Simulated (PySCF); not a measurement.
```csv
atom,x (Å),y (Å),z (Å)
Yb,0.0000,0.0000,-0.1710
O,0.0000,0.0000,2.0189
C,0.0000,0.0000,3.2508
H,0.9555,0.0000,3.8109
H,-0.9555,0.0000,3.8109
```

The calculation used PySCF, RKS PBE0, Yb def2-SVP with ECP28, O def2-SVP, C def2-SVP, H def2-SVP; non-relativistic Hamiltonian with scalar-relativistic core potentials where named; density fitting.

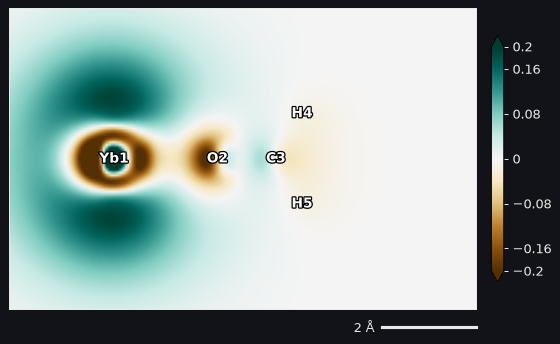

CH2OYb (charge +2). One frontier orbital on the molecular plane (values in Å⁻³ᐟ²; the overall sign is arbitrary).

> Which orbital is it: HOMO or LUMO?

The LUMO, at −11.82 eV. It lies mainly on Yb1 (about 95 %).
